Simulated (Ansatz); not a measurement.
Reaction (SMILES): C#N (CH-N) → [C-]#[NH+] (C-NH)
B3LYP-D3(BJ)/def2-TZVP geometries, fixed; electronic energies without zero-point terms.
Largest species:
```xyz
3

C      0.0000     0.0000    -0.4969
N      0.0000     0.0000     0.6493
H      0.0000     0.0000    -1.5636
```

Basis-set convergence of the isomerisation energy at CCSD(T) with Ansatz (an electronic-structure program). Cartesian d functions, on some or all atoms, in 6-31+G*; all else is spherical. Cores are frozen. No added dispersion term, no relativity. Functions are those of the species that has most. Reference: Hartree-Fock in aug-cc-pVQZ plus the correlation part extrapolated as X^-3 from aug-cc-pVTZ and aug-cc-pVQZ, 14.76 kcal/mol, itself unsure by roughly 0.04 kcal/mol (a third of the extrapolation step and of the last Hartree-Fock step). Deviations are taken from unrounded values.

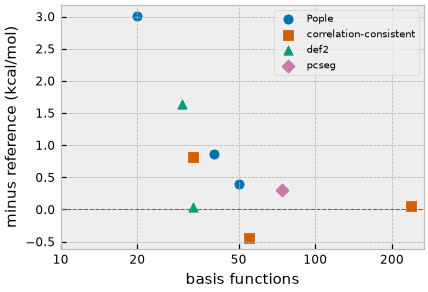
Figure: Deviation from the reference against the number of basis functions, by family of sets.

```json
[
 {"basis": "3-21G", "functions": "20", "isomerisation energy (kcal/mol)": "17.77", "minus reference (kcal/mol)": "3.01"},
 {"basis": "def2-SV(P)", "functions": "30", "isomerisation energy (kcal/mol)": "16.40", "minus reference (kcal/mol)": "1.64"},
 {"basis": "cc-pVDZ", "functions": "33", "isomerisation energy (kcal/mol)": "15.57", "minus reference (kcal/mol)": "0.81"},
 {"basis": "def2-SVP", "functions": "33", "isomerisation energy (kcal/mol)": "14.80", "minus reference (kcal/mol)": "0.04"},
 {"basis": "6-31+G*", "functions": "40", "isomerisation energy (kcal/mol)": "15.63", "minus reference (kcal/mol)": "0.87"},
 {"basis": "6-311+G**", "functions": "50", "isomerisation energy (kcal/mol)": "15.16", "minus reference (kcal/mol)": "0.40"},
 {"basis": "aug-cc-pVDZ", "functions": "55", "isomerisation energy (kcal/mol)": "14.32", "minus reference (kcal/mol)": "-0.44"},
 {"basis": "pcseg-2", "functions": "74", "isomerisation energy (kcal/mol)": "15.06", "minus reference (kcal/mol)": "0.30"},
 {"basis": "cc-pV5Z", "functions": "237", "isomerisation energy (kcal/mol)": "14.81", "minus reference (kcal/mol)": "0.05"}
]
```
